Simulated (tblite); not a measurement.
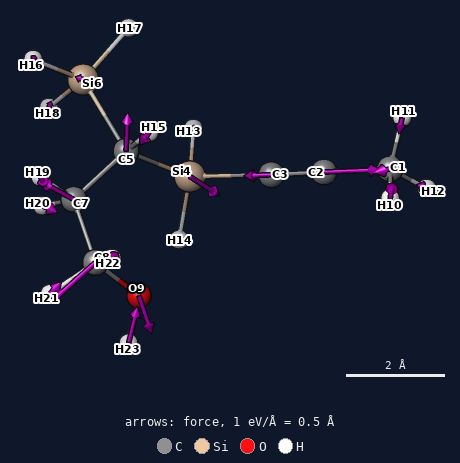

Starting geometry of C6H14OSi2 with the computed forces as purple arrows. The picture is a ball-and-stick view, seen at a tilt.

Method: tblite 0.8.0, GFN2-xTB geometry optimisation, gas phase. 

What follows when this structure is relaxed?

It isn't relaxed: the largest force vector, on C8, is 2.65 eV/Å. The final displacements have little in common with the starting forces (cosine between the two patterns 0.13). Over 230 geometry steps the energy falls by 0.799 eV. H23 moves most after the best rigid fit: 2.26 Å. Largest moves by element: H 2.26 Å, C 1.08 Å, O 0.74 Å, Si 0.69 Å. Some distances before and after: Si4–C5 1.839 → 1.912 Å, C5–C7 1.488 → 1.533 Å, C8–H21 1.138 → 1.094 Å, C1–H10 1.133 → 1.090 Å. Bond angles that change, for instance: C7–C5–H15 113.2° → 107.3°, Si4–C5–Si6 106.3° → 111.6°, C8–C7–H20 113.0° → 107.8°. Groups turn about C8–O9 by about 145°, Si4–C5 by about 35°, C7–C8 by about 30°.
